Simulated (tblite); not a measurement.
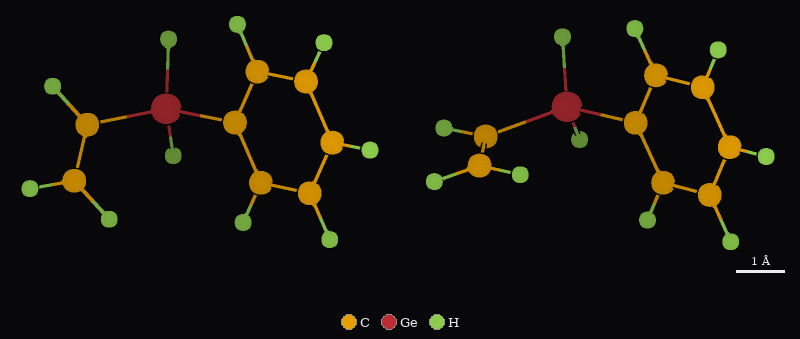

Two geometries of C₈H₁₀Ge, drawn at one scale. One is the start of a relaxation, the other its converged end. Style: ball-and-stick. Shown at a tilt.

Computed with GFN2-xTB geometry optimisation, gas phase in tblite 0.8.0. 

Which of the two is the end point?

Answer. The right one is the relaxed one. The energy falls by 16.0 kJ/mol in 134 geometry steps. An H atom moves most after the best rigid fit: 1.42 Å. By element the largest moves are H 1.42 Å, C 0.50 Å, Ge 0.08 Å. Near-neighbour distances that change, for instance: Ge–H 1.554 → 1.507 Å, C–Ge 1.923 → 1.954 Å, C–C 1.408 → 1.385 Å, C–H 1.068 → 1.081 Å. Bond angles that change, for instance: H–Ge–H 110.2° → 106.5°, H–C–H 119.3° → 116.0°, C–Ge–C 108.2° → 110.8°. Groups turn about C–Ge by about 55°. Cost: 1.7 s on 1 thread of Arm Neoverse N1, with other jobs on the host.
